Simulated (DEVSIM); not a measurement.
Device: Si n-i-p diode, at 300 K.

| layer (left to right) | material | thickness (μm) | Nd (cm⁻³) | Na (cm⁻³) | τn (s) | τp (s) |
|---|---|---|---|---|---|---|
| 1 | Si | 0.590 | 1.6e18 | - | 5.2e-7 | 1.6e-8 |
| 2 | Si | 9.60 | - | 2.5e11 | 5.2e-7 | 5.2e-7 |
| 3 | Si | 0.970 | - | 1.8e17 | 5.2e-7 | 5.2e-7 |

Left contact: ohmic. Right contact: ohmic. Voltage is applied to the left contact. Recombination: SRH at mid-gap, radiative. Gap narrowing is on: ΔEg = 6.92 meV × (l + √(l² + 0.5)), l = ln(N/1.3e17 cm⁻³), shared equally by both band edges. Mobility is constant in doping.

This is a model device: material constants are rounded textbook-type values typed into the input, and sizes, dopings and lifetimes were drawn at random. Values at 300 K.

| parameter | Si |
|---|---|
| gap (eV) | 1.124 |
| affinity (eV) | 4.05 |
| permittivity | 11.7 |
| Nc (cm⁻³) | 2.86e19 |
| Nv (cm⁻³) | 3.1e19 |
| μn (cm²/Vs) | 1417 |
| μp (cm²/Vs) | 470 |
| B (cm³/s) | 4.7e-15 |

DEVSIM, 1D drift-diffusion, Boltzmann statistics, complete ionisation; no tunnelling, impact ionisation, image-force lowering or self-heating.

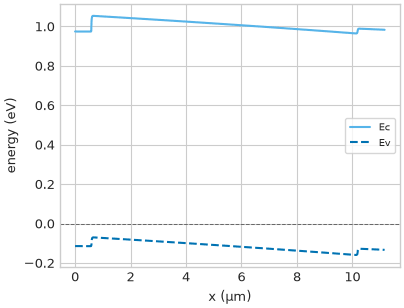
*Band edges at -0.9 V on the left contact*

Energies count from the Fermi level of the right contact; mesh points crowd at the junctions.

```
x (μm)   Ec (eV)  Ev (eV)  n (cm⁻³)  p (cm⁻³)  field (V/cm)
-------  -------  -------  --------  --------  ------------
0.000      0.975   -0.114    1.6e18       290           ≈ 0
0.03816    0.975   -0.114    1.6e18    8.2e14           ≈ 0
0.1318     0.974   -0.114    1.6e18    2.8e15           ≈ 0
0.3498     0.974   -0.114    1.6e18    7.5e15           ≈ 0
0.5358     0.974   -0.114    1.6e18    1.1e16           ≈ 0
0.5835     0.977   -0.112    1.4e18    1.4e16          8800
0.6160     1.051   -0.073    8.3e16    6.3e16          3300
0.7497     1.053   -0.071    7.2e16    7.2e16           -84
1.053      1.051   -0.073    7.1e16    7.1e16           -84
1.857      1.044   -0.080    7.0e16    7.0e16           -86
3.988      1.025   -0.099    6.7e16    6.7e16           -91
8.319      0.983   -0.140    6.0e16    6.0e16          -100
9.499      0.971   -0.153    5.8e16    5.8e16          -100
9.944      0.967   -0.157    5.8e16    5.8e16          -110
10.14      0.965   -0.159    5.7e16    5.8e16           120
10.19      0.976   -0.148    3.6e16    9.2e16         10000
10.22      0.989   -0.128    2.1e16    2.0e17           440
10.30      0.988   -0.128    1.9e16    2.0e17           -55
10.65      0.987   -0.130    1.2e16    1.9e17           -60
10.97      0.985   -0.132    4.7e15    1.8e17           -64
11.10      0.984   -0.133    1.5e15    1.8e17           -66
11.16      0.983   -0.133       870    1.8e17           -67
```
